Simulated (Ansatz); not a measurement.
## Electronic structure of Al2F2H2 (SMILES [F][AlH][AlH][F]) in real space

```xyz
6

F     0.2180   -1.0720   -2.2303
Al    0.8033   -0.1089   -1.0196
Al   -0.7035    0.1966    1.0785
F    -2.1447   -0.6151    1.0923
H     2.2343    0.5232   -1.2868
H    -0.4075    1.0762    2.3659
```

Geometry: PBE0-D4/def2-TZVP.

Theory: RKS PBE0-D4/def2-TZVPP (Ansatz 0.2.0).

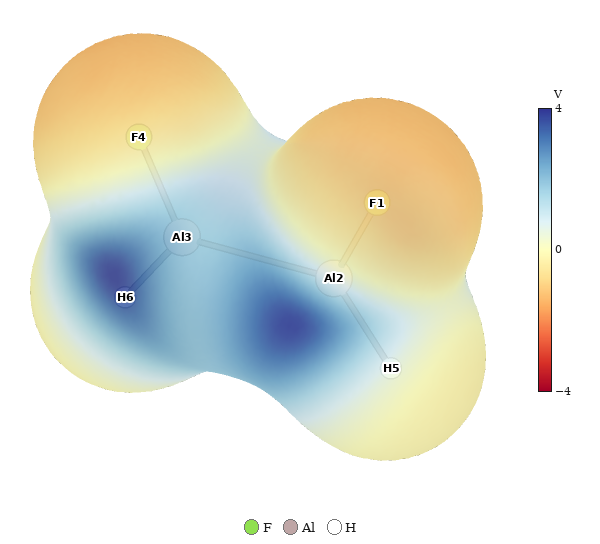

Figure 1. The molecular electrostatic potential painted on the density surface at 0.002 e/bohr³, seen at a tilt; red is negative and blue positive.

Question: Describe the electrostatic potential map.

Answer: The most negative region (about −1.3 V) lies over F1 and F4, the most positive (about +3.8 V) over Al2 and Al3.

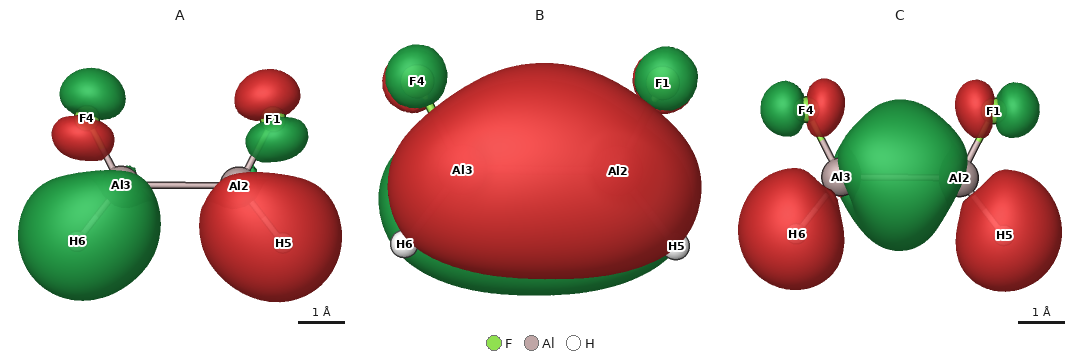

Figure 2. Three frontier orbitals at ±0.06 Å⁻³ᐟ² (green and red are the two phases), in no order.

Question: Which picture is the HOMO−1, the HOMO and the LUMO?

Answer: A is the HOMO−1 (−9.84 eV). Its weight (Hirshfeld) is mainly on H5 (about 25 %), H6 (about 25 %), Al2 (about 20 %), Al3 (about 20 %), F1 (about 5 %) and F4 (about 5 %); it is symmetric in the molecular plane (an in-plane orbital: σ, lone-pair or in-plane π type). C is the HOMO (−7.47 eV). It lies mainly on Al2 (about 30 %), Al3 (about 30 %), H5 (about 15 %) and H6 (about 15 %); it is symmetric in the molecular plane (an in-plane orbital: σ, lone-pair or in-plane π type). B is the LUMO (−2.79 eV). Its weight (Hirshfeld) is mainly on Al2 (about 45 %) and Al3 (about 45 %); it changes sign across the molecular plane (π type); π-bonding across Al2–Al3.

Question: What is the HOMO–LUMO gap?

Answer: 4.68 eV between the orbital energies.

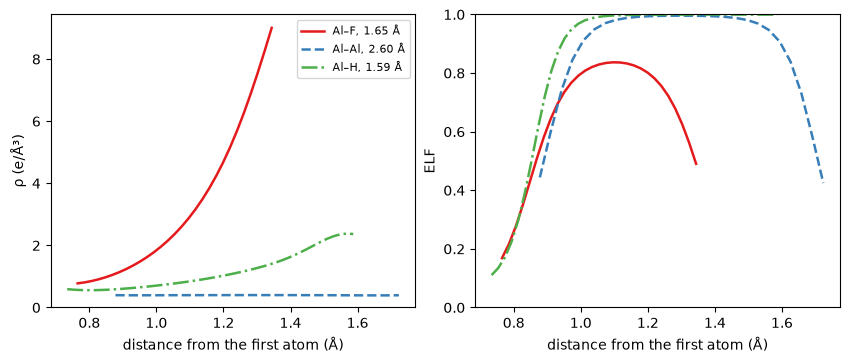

Figure 3. Electron density and ELF along straight lines between neighbouring atoms. The curves leave out the atomic cores.

Question: What can be read from the curves?

Answer: Al–F (1.65 Å): ρ at the midpoint is about 0.91 e/Å³; the ELF peaks at about 0.85 in the valence shell of F, 0.6 Å from its nucleus, and is about 0.35 at the midpoint.
Al–Al (2.60 Å): ρ at the midpoint is about 0.4 e/Å³; the ELF peaks at about 1 between the atoms: localised, covalent bonding.
Al–H (1.59 Å): the density is about 0.56 e/Å³ at the midpoint; the ELF climbs to about 1 towards the hydrogen.
